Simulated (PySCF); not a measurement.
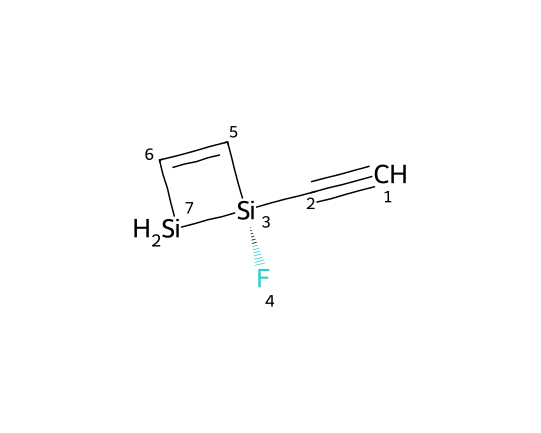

A structural formula, with wedges where it has stereocentres; small numbers name the atoms. The configuration is that of a computed structure (PBE0-D3(BJ)/def2-SVP).

### Assign CIP descriptors.

Si3: S.

### Write the isomeric SMILES.

C#C[Si@]1(F)C=C[SiH2]1
